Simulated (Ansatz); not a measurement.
Converging the SCF threshold: InSe (R3m, 4 atoms in the cell)

```xyz
4
Lattice="2.0132 1.1623 8.5655 -2.0132 1.1623 8.5655 0.0000 -2.3247 8.5655" Properties=species:S:1:pos:R:3 pbc="T T T"
In     0.0000     0.0000     2.8856
In     0.0000     0.0000     0.0470
Se     0.0000     0.0000    15.9244
Se     0.0000     0.0000    21.2203
```

Computed with PBEsol, PAW files made with PBE (plane waves; Ansatz, a quantum-chemistry and plane-wave program).

Base settings: basis.ecutwfc = 420 eV; kpoints.mp_grid.grid = 7 7 7; hamiltonian.xc = pbesol; hamiltonian.pseudopotentials = {kind: paw} (the program's default PAW files); scf.occupations.method = fixed.

The mesh stays at the base's, so the ladder's end is converged at best in this setting alone.

Only quantities that move along the ladder and can be compared are tabulated.

The count of work is k-points × plane waves × bands × iterations; it is no time. 

The starting cell comes from a database of computed structures (which also holds hypothetical and non-ambient phases and stackings), without a prior relaxation at this level. Its lattice was rescaled by up to half a per cent. One atom was moved a little off its site on purpose.

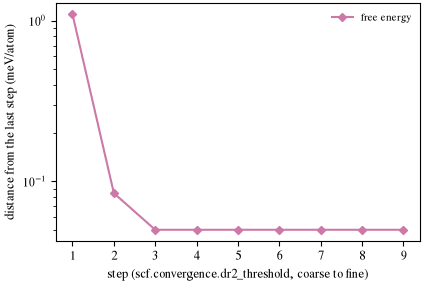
Fig. 1. Distance from the last step along the ladder; very small values are drawn at a floor.

| scf.convergence.dr2_threshold | free energy less the last step's (meV/atom) | largest difference of a force vector from the last step's (eV/Å) | count of work / last |
|---|---|---|---|
| 0.1 eV | 1.10 | 0.009 | 0.27 |
| 0.01 eV | 0.08 | 0.007 | 0.33 |
| 0.001 eV | 0.02 | 0.003 | 0.40 |
| 0.0001 eV | 0.00 | 0.001 | 0.47 |
| 1e-05 eV | 0.00 | 0.000 | 0.53 |
| 1e-06 eV | 0.00 | 0.000 | 0.60 |
| 1e-07 eV | 0.00 | 0.000 | 0.67 |
| 1e-08 eV | 0.00 | 0.000 | 0.73 |
| 1e-10 eV | 0.00 | 0.000 | 0.87 |
| 1e-12 eV | 0.00 | 0.000 | 1.0 |

Coarsest scf.convergence.dr2_threshold that holds the forces within 0.005 eV/Å of the last step, with all finer ones: 0.001 eV, at 0.40 of the last step's count of work; the step before is off by 0.007 eV/Å.

Coarsest scf.convergence.dr2_threshold that holds the free energy within 0.5 meV/atom of the last step, with all finer ones: 0.01 eV, at 0.33 of the last step's count of work; the step before is off by 1.1 meV/atom.

Keys are those of Ansatz 0.2.
